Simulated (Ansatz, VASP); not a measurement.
# GaN: VASP beside Ansatz, part 2 of 2

Wanted: the spread between two codes on one cell, functional and k mesh. The cell is taken from a series of VASP runs on this material, whose earlier steps may have relaxed, scaled or displaced it; both programs get it as it stands. Valence electrons are named where the data sets of a main pair hold unlike numbers.

VASP 6.6.1 and Ansatz 0.2.0.

So far: Starting point; VASP: band structure, HSE06.

## 3. Ansatz: band structure, HSE06

Level of this step: Ansatz beside VASP: Kohn-Sham DFT, plane waves, HSE06 (Ansatz).

Ansatz runs on its default PAW (the set named soft_2) files.

The same cell, functional, mesh and smearing now go to Ansatz, which takes its cutoff from its data sets.

File input.yaml:

```yaml
crystal:
  lattice:
    - [3.188855531, 0.0, 0.0]
    - [-1.5944277655, 2.7616298988, 0.0]
    - [0.0, 0.0, 5.1940668973]
  atoms:
    - { symbol: Ga, position: [0.3333333333, 0.6666666667, 0.9991932276] }
    - { symbol: Ga, position: [0.6666666667, 0.3333333333, 0.4991932276] }
    - { symbol: "N", position: [0.3333333333, 0.6666666667, 0.3758067724] }
    - { symbol: "N", position: [0.6666666667, 0.3333333333, 0.8758067724] }
hamiltonian:
  xc: { exchange: pbe, correlation: pbe, exx: { coeff: 0.25, omega: 0.2 } }
  pseudopotentials: { kind: paw }
kpoints:
  mp_grid: { grid: [5, 5, 3] }
  band_path:
    path:
      - [0.0, 0.0, 0.0]
      - [0.4, 0.0, 0.0]
      - [0.4, 0.2, 0.0]
      - [0.2, 0.2, 0.0]
      - [0.0, 0.0, 0.1]
      - [0.0, 0.0, 0.5]
      - [0.4, 0.0, 0.5]
      - [0.4, 0.2, 0.5]
      - [0.2, 0.2, 0.5]
      - [0.5, 0.0, 0.4]
      - [0.33333, 0.33333, 0.0]
      - [0.33333, 0.33333, 0.5]
    npoints: 1
scf:
  occupations: { method: gaussian, width: 0.05 }
  n_extra_bands: 8
output:
  forces: true
  stress: true
  eigenvalues: true
  write_density: true
  write_potential: true
  elf: true
  volumetric_format: npy
```

Run with:

```
$ ansatz run input.yaml --threads 4 --pin off --max-ram 9216MiB --backend cpu --events-out ev --progress --plain --runs-dir out
```

Numbers of over 12 decimals in the logs are rounded to 6 here.

The program printed:

```text
Warning: output.stress: scf.convergence.dr2_threshold = 1e-7 eV (the SCF's general default) is looser than the 4e-10 eV advised for a printed stress (1e-10 eV for each atom of the cell: 4). What an SCF threshold leaves in a stress goes as its square root, and in the free energy as the threshold itself, and one threshold admits the most on a small cell: [figures from the program's tests cut] Set scf.convergence.dr2_threshold to 4e-10 eV or tighter. The threshold is an SCF's pass mark: one that does not reach it within its budget of iterations ends unconverged, or closes short of it on a stop that the run arms, and scf.convergence.dr2_threshold's page says what that costs each kind of run
Warning: output.stress: scf.exx.energy_threshold = 1e-6 eV is looser than the 4e-8 eV advised for a stress under a hybrid functional (1e-8 eV for each atom of the cell: 4). Every SCF of the exchange loop can meet its threshold on dr2 while the loop round them stops early: no threshold on dr2 bounds what that leaves in the stress. Set scf.exx.energy_threshold to 4e-8 eV or tighter. The threshold is the loop's pass mark: a loop that does not reach it within its budget of cycles ends unconverged, and scf.exx.energy_threshold's page has the law
scf.n_extra_bands = 8 over 18 filled bands (N_el = 36.0): the run solves 26 bands
Engine: ansatz 0.2.0, aarch64-unknown-linux-gnu
Pseudopotentials: kind: paw
Pseudopotential: Ga, paw, valence charge 13, recommended cutoff 420 eV (normal), Ga.paw.azcp
Pseudopotential: N, paw, valence charge 5, recommended cutoff 420 eV (normal), N.paw.azcp
Functional definition: unnamed
  parameter a_1 = 0.25
  parameter omega_1 = 0.2/angstrom
  exchange = pbe_x + (-a_1)*pbe_x_sr(omega_1) + a_1*exact_x_sr(omega_1)
  correlation = pbe_c
Crystal: 4 atoms, lattice volume = 45.741 Å³
Basis set: ecut = 420 eV, 917 PW (Γ), exchange–correlation on 48×48×72 points (8 copies of the dense FFT grid, shifted against one another)
Bands: 26, of which v1, the nominal top of the filled ones, is band 18 counted from 1 (17 counted from 0)
Symmetry: 12 space group operations
Space group: P63mc (ITA 186), of the structure as read, at distance tolerance 3.6e-5 Å
k-points: 10 of 75 (time reversal used)
Non-local potential: Ga, projectors of the file, l = 0: 2, l = 1: 2, l = 2: 3, l = 3: 1
Non-local potential: N, projectors of the file, l = 0: 2, l = 1: 2, l = 2: 1
PAW form: soft (Blöchl's): semilocal exchange-correlation on the pseudo side does not see the compensation charge
PAW frozen core: Ga, regenerated for the run's functional, and the local potential with it (the file was generated under x = pbe(κ = 0.804, μ = 0.219515), c = pbe(β = 0.066725))
PAW frozen core: N, regenerated for the run's functional, and the local potential with it (the file was generated under x = pbe(κ = 0.804, μ = 0.219515), c = pbe(β = 0.066725))
PAW one-centre angular grid: Ga, 590 points (default); XC on 64 Gauss nodes
PAW one-centre angular grid: N, 110 points (default); XC on 64 Gauss nodes
Initial density: superposition of atomic densities (neutral atoms: chi_scale 0, normalization atom), corrected by the library's trained network
Initial wavefunctions: pseudopotential atomic-orbital guess
Functional: x = pbe(κ = 0.804, μ = 0.219515), c = pbe(β = 0.066725), warm-up for x = pbe(κ = 0.804, μ = 0.219515) + 0.25 (exact − pbe) at short range (hse, ω = 0.2 Å⁻¹), c = pbe(β = 0.066725)
SCF iter   1: F=—  HF=-8335.806485 eV  |F-HF|=—  |Δ(HF+E_count)|=         —  Δρ=8.60e-4  dr2=1.29e-4  ethr=1.77e-3  ⟨swp⟩=2.0  Hψ=1649  notcnv=0
preconditioner: auto → none  [insulator: Δε(μ)=1.889 eV  Ē_g=18.790 eV  σ=0.050 eV  W_gap=1.00  n_scr=22 (ndim 8)  ℏωp=32.9 eV  f_vac=0.009  D(μ)=0.00/eV (n_scr^D=0)]
SCF iter   2: F=-8335.806830 eV  HF=-8335.806727 eV  |F-HF|=1.03e-4  |Δ(HF+E_count)|=   2.42e-4  Δρ=3.97e-4  dr2=2.76e-5  ethr=3.58e-7  ⟨swp⟩=4.2  Hψ=728  notcnv=0
SCF 1 stopped early in 2 iterations: F = -8335.806830 eV  dr2 = 2.76e-5
  greatest PAW one-centre occupation: 0.995 electrons in one spin orbital (limit 2), on the Ga atom at site 1 (counted from 0), in its partial waves of l = 2
Initial density: handed on by an earlier stage of this run
Initial wavefunctions: those handed on with the density
Functional: x = pbe(κ = 0.804, μ = 0.219515) + 0.25 (exact − pbe) at short range (hse, ω = 0.2 Å⁻¹), c = pbe(β = 0.066725)
Exchange kernel: α = 0.2500, screened, ω = 0.2000 Å⁻¹, Wigner–Seitz truncation, v(0) = 1108.1357 eV·Å³, q-mesh 5×5×3, nearest image of the exchange supercell L = 15.58 Å, pair-density grid 18×18×30, without the augmentation charges, whose exchange is taken in its separable form by FFT convolution over the k-point mesh (sized by the pseudopotential files, 20×20×36 at the most), smooth part of the exact exchange by density-matrix convolution
Frozen-core exchange: fock
SCF iter   1: F=—  HF=-8336.826292 eV  |F-HF|=—  |Δ(HF+E_count)|=         —  Δρ=1.76e-2  dr2=5.55e-2  ethr=7.67e-7  ⟨swp⟩=6.0  Hψ=1314  notcnv=0
preconditioner: auto → none  [insulator: Δε(μ)=3.129 eV  Ē_g=22.027 eV  σ=0.050 eV  W_gap=1.00  n_scr=22 (ndim 8)  ℏωp=32.9 eV  f_vac=0.010  D(μ)=0.00/eV (n_scr^D=0)]
SCF iter   2: F=—  HF=-8336.799427 eV  |F-HF|=—  |Δ(HF+E_count)|=   2.69e-2  Δρ=4.31e-3  dr2=5.91e-3  ethr=7.67e-7  ⟨swp⟩=4.5  Hψ=892  notcnv=0
SCF iter   3: F=—  HF=-8336.814906 eV  |F-HF|=—  |Δ(HF+E_count)|=   1.55e-2  Δρ=4.35e-3  dr2=3.16e-3  ethr=7.67e-7  ⟨swp⟩=4.0  Hψ=908  notcnv=0
SCF iter   4: F=—  HF=-8336.814436 eV  |F-HF|=—  |Δ(HF+E_count)|=   4.70e-4  Δρ=1.48e-3  dr2=3.46e-4  ethr=7.67e-7  ⟨swp⟩=3.4  Hψ=627  notcnv=0
SCF iter   5: F=—  HF=-8336.814725 eV  |F-HF|=—  |Δ(HF+E_count)|=   2.89e-4  Δρ=4.44e-4  dr2=5.98e-5  ethr=7.67e-7  ⟨swp⟩=3.1  Hψ=465  notcnv=0  defer=1
SCF iter   6: F=—  HF=-8336.814709 eV  |F-HF|=—  |Δ(HF+E_count)|=   1.68e-5  Δρ=1.63e-4  dr2=1.60e-5  ethr=1.59e-7  ⟨swp⟩=3.0  Hψ=632  notcnv=0
iter 7 solved again at ethr=4.51e-10 eV; its pass at ethr=3.78e-8 eV (dr2=1.62e-7 eV) is discarded
SCF iter   7: F=-8336.814704 eV  HF=-8336.814704 eV  |F-HF|=2.44e-7  |Δ(HF+E_count)|=   4.41e-6  Δρ=2.53e-5  dr2=2.59e-6  ethr=4.51e-10  ⟨swp⟩=4.4  Hψ=1190  notcnv=0  defer=5
SCF 2 stopped early in 7 iterations: F = -8336.814704 eV  dr2 = 2.59e-6
  Residual-converged pass: ⟨swp⟩=3.0  Hψ=578  notcnv=0  max |occ|·‖R‖ = 5.7e-6 eV (tolerance 6.7e-6 eV)  dr2=2.59e-6  dr2_onsite=1.80e-7  max |Δocc| = 0.0e0
  greatest PAW one-centre occupation: 0.996 electrons in one spin orbital (limit 2), on the Ga atom at site 0 (counted from 0), in its partial waves of l = 2
hybrid outer 1: dexx = +1.767e-2 eV, tail = 5.50e-5 eV
Exchange kernel: α = 0.2500, screened, ω = 0.2000 Å⁻¹, Wigner–Seitz truncation, v(0) = 1108.1357 eV·Å³, q-mesh 5×5×3, nearest image of the exchange supercell L = 15.58 Å, pair-density grid 18×18×30, without the augmentation charges, whose exchange is taken in its separable form by FFT convolution over the k-point mesh (sized by the pseudopotential files, 20×20×36 at the most), smooth part of the exact exchange by density-matrix convolution
Frozen-core exchange: fock
SCF iter   1: F=—  HF=-8336.814163 eV  |F-HF|=—  |Δ(HF+E_count)|=         —  Δρ=6.03e-5  dr2=9.93e-7  ethr=7.64e-7  ⟨swp⟩=4.0  Hψ=608  notcnv=0
preconditioner: auto → none  [insulator: Δε(μ)=3.181 eV  Ē_g=21.858 eV  σ=0.050 eV  W_gap=1.00  n_scr=22 (ndim 8)  ℏωp=32.9 eV  f_vac=0.012  D(μ)=0.00/eV (n_scr^D=0)]
SCF iter   2: F=—  HF=-8336.814165 eV  |F-HF|=—  |Δ(HF+E_count)|=   1.74e-6  Δρ=1.64e-5  dr2=4.70e-8  ethr=2.37e-9  ⟨swp⟩=4.0  Hψ=776  notcnv=0
SCF iter   3: F=—  HF=-8336.814165 eV  |F-HF|=—  |Δ(HF+E_count)|=   2.11e-8  Δρ=8.11e-6  dr2=1.37e-8  ethr=1.25e-10  ⟨swp⟩=4.1  Hψ=717  notcnv=0
SCF iter   4: F=—  HF=-8336.814165 eV  |F-HF|=—  |Δ(HF+E_count)|=   8.05e-9  Δρ=4.58e-6  dr2=3.08e-9  ethr=3.59e-11  ⟨swp⟩=2.5  Hψ=477  notcnv=0
SCF iter   5: F=-8336.814165 eV  HF=-8336.814165 eV  |F-HF|=5.00e-10  |Δ(HF+E_count)|=   1.51e-9  Δρ=1.41e-6  dr2=4.90e-10  ethr=6.57e-12  ⟨swp⟩=2.8  Hψ=467  notcnv=0
SCF 3 converged in 5 iterations: F = -8336.814165 eV  dr2 = 4.90e-10
  Residual-converged pass: ⟨swp⟩=3.0  Hψ=603  notcnv=0  max |occ|·‖R‖ = 6.1e-7 eV (tolerance 6.3e-7 eV)  dr2=5.14e-10  dr2_onsite=1.87e-10  max |Δocc| = 0.0e0
  greatest PAW one-centre occupation: 0.996 electrons in one spin orbital (limit 2), on the Ga atom at site 1 (counted from 0), in its partial waves of l = 2
hybrid outer 2: dexx = +6.594e-7 eV, tail = 2.51e-8 eV, Δε = 2.89e-3 eV (about 7.32e-5 eV left of the loop's levels), ΔF = 2.72e-5 eV/Å (tail 7.54e-5)
NSCF: frozen V_eff on 12 k-points
hybrid SCF converged: 2 outer / 12 inner (+2 warm-up), last move |dexx| = 6.59e-7 eV, tail = 2.51e-8 eV
Stability not checked: this state was not tested for a lower state beside it, because the functional holds exact exchange (a hybrid, or Hartree-Fock), whose exchange loop this test does not read (fock_operator; see scf.lower_state_search)
Free energy (F): -8336.814165 eV
Frozen-core exchange: fock
Harris-Foulkes:  -8336.814165 eV  (|F-HF|=5.00e-10)
Internal energy: -8336.814165 eV  (E = F + TS)
E sigma→0 (E₀):  -8336.814165 eV
Fermi energy:    10.430406 eV
--- Per-component energies (eV) ---
  E_band       = -93.378717
  E_kinetic    = 493.463962
  E_local      = -3913.152039  (includes V_loc(G=0)·N_el)
  E_nonlocal   = 949.722119
  E_hartree    = 1808.066474
  E_xc         = -206.766314
  E_vxc        = -213.968910  (∫ρ·V_xc dr)
  E_exx        = -124.569121  (= α·E_x^exact, valence–valence)
  E_paw        = -4171.539606  (= ΣΔE_a)
  E_vpaw       = -776.439678  (= ΣTr[D̂ρ^β])
  E_aug_tail   = 0.000120  (compensation charges beyond the density's cutoff)
  E_ewald      = -3172.222003
  E_core_change = 0.182250  (= ΣΔE_core)
  E_smearing   = -0.000000  (= −TS)
  E_closure    = -0.000007  (closes the sum)
  Σ components = -8336.814165   (vs F -8336.814165, Δ=0.00e0)
--- Forces (eV/Å), atoms counted from 1 ---
  atom   1  Ga    -0.00000000     0.00000000    -0.02217647
  atom   2  Ga    -0.00000000    -0.00000000    -0.02217647
  atom   3  N     -0.00000000     0.00000000     0.02216696
  atom   4  N     -0.00000000    -0.00000000     0.02216696
  max |Σ_I F_I| component: 1.90e-5 eV/Å
--- Stress (GPa, compression-positive) ---
       -1.027075       0.000000      -0.000000
        0.000000      -1.027075       0.000000
       -0.000000       0.000000      -1.499473
  P = ⅓ Tr σ = -1.1845 GPa (-11.845 kbar)
--- Band table (eV; the first three rows and the last of 10) ---
  k-point 0: bands = [... 14 lower, 7.7232, 8.8072, 8.8394, 8.8394, 12.0209, 14.5393, 19.8060, 20.3270, ... 4 higher]
  k-point 1: bands = [... 14 lower, 7.9913, 7.9913, 8.5489, 8.5489, 13.7612, 14.6892, 19.1140, 19.4739, ... 4 higher]
  k-point 2: bands = [... 14 lower, 6.5494, 6.9921, 8.3604, 8.4757, 13.9678, 16.1594, 18.2063, 19.1364, ... 4 higher]
  k-point 9: bands = [... 14 lower, 4.5389, 5.7196, 6.4753, 7.2028, 15.5277, 16.7860, 17.9943, 18.2514, ... 4 higher]
```

Run time: 22 s. Hardware: 4 threads of Arm Neoverse V2, shared host; peak memory 0.78 GiB.

## 4. Differences

Known differences besides the potentials themselves: exact exchange at q = 0 is treated differently, which shows on coarse meshes; VASP keeps PBE cores, Ansatz makes them for the functional; the cutoff is 420 eV in Ansatz and 520 eV in VASP; VASP takes a coarser grid for exact exchange (PRECFOCK = Fast). Total energies have different zeros and are not compared.

The two programs side by side:

```
                     quantity  Ansatz   VASP  difference
gap over the path points (eV)   3.182  3.198      -0.016
```

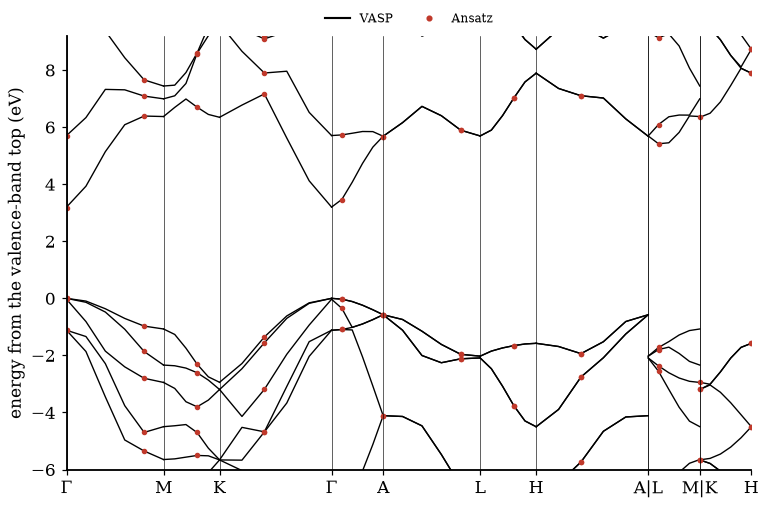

Bands from VASP (lines) and levels from Ansatz (dots). Dots without a line are higher empty bands that the VASP plot leaves out.

Levels at points of the path, from each program's valence-band top (eV; 4 filled, then empty):

```
k (reciprocal lattice)                                   Ansatz                                     VASP
     0.000 0.000 0.000    -1.12 -0.03 0.00 0.00 3.18 5.70 10.97    -1.12 -0.03 0.00 0.00 3.20 5.71 10.98
     0.400 0.000 0.000   -4.70 -2.80 -1.86 -0.97 6.39 7.08 7.65   -4.70 -2.80 -1.86 -0.97 6.39 7.09 7.66
     0.400 0.200 0.000   -4.70 -3.80 -2.60 -2.31 6.70 8.58 8.60   -4.71 -3.80 -2.61 -2.31 6.70 8.59 8.60
     0.200 0.200 0.000   -4.67 -3.19 -1.56 -1.35 7.15 7.89 9.09   -4.68 -3.19 -1.56 -1.35 7.16 7.90 9.09
     0.000 0.000 0.100  -1.09 -0.35 -0.03 -0.03 3.45 5.72 10.88  -1.09 -0.35 -0.03 -0.03 3.47 5.73 10.89
     0.000 0.000 0.500  -0.57 -0.57 -0.57 -0.57 5.67 5.67 10.08  -0.57 -0.57 -0.57 -0.57 5.68 5.68 10.09
     0.400 0.000 0.500   -2.12 -2.12 -1.96 -1.96 5.89 5.89 9.42   -2.12 -2.12 -1.96 -1.96 5.89 5.89 9.42
     0.400 0.200 0.500   -3.75 -3.75 -1.65 -1.65 7.01 7.01 9.60   -3.76 -3.76 -1.66 -1.66 7.01 7.01 9.60
     0.200 0.200 0.500   -2.75 -2.75 -1.94 -1.94 7.09 7.09 9.56   -2.76 -2.76 -1.94 -1.94 7.10 7.10 9.56
     0.500 0.000 0.400   -2.55 -2.36 -1.79 -1.72 5.41 6.09 9.13   -2.56 -2.37 -1.79 -1.72 5.42 6.09 9.13
```

Among the levels compared at these points, filled levels agree within 5 meV and empty ones within 16 meV.

## 5. Summary of results

```yaml
largest_difference_of_a_filled_level_at_the_path_points_band_structure_hse06: 5.1 meV
```

In words: The largest difference of a filled level at the path points is 5.1 meV (band structure, HSE06), within the 80 meV picked in this series as the mark of a large difference. Such differences can come from data sets, numerical settings and the points named under the comparisons, not from the functional's error against experiment.

[Lines on the potential files, build, host, timing and source positions are cut from VASP's logs without a mark.]

[Logs are printed without paths, hosts, clocks, repeated set-up lines and the standing remarks that a program may print on its own settings, such as how far it seeks lower states.]

[Hosts, paths, dates, database ids (printed as entryN), source tags and the programs' standing remarks are cut or masked in the printed files.]
